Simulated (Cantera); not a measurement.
Input: 1 mol Pb, 2.6 mol N2, at 1.40 bar.

Equilibrium computed with Cantera from the NASA thermochemical tables; the gas is ideal and each condensed phase is pure. Candidate condensed phases: Pb; 4 gas species. Equilibrium is a limit: real reactors are often held back by kinetics, nucleation or transport.

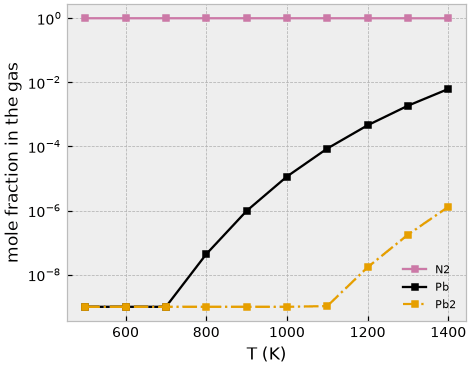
Figure. Equilibrium gas composition (values under 1e-9 drawn at 1e-9)

From 500 K to 600 K the condensed part is Pb(s). From 700 K to 1400 K the condensed part is Pb(l).
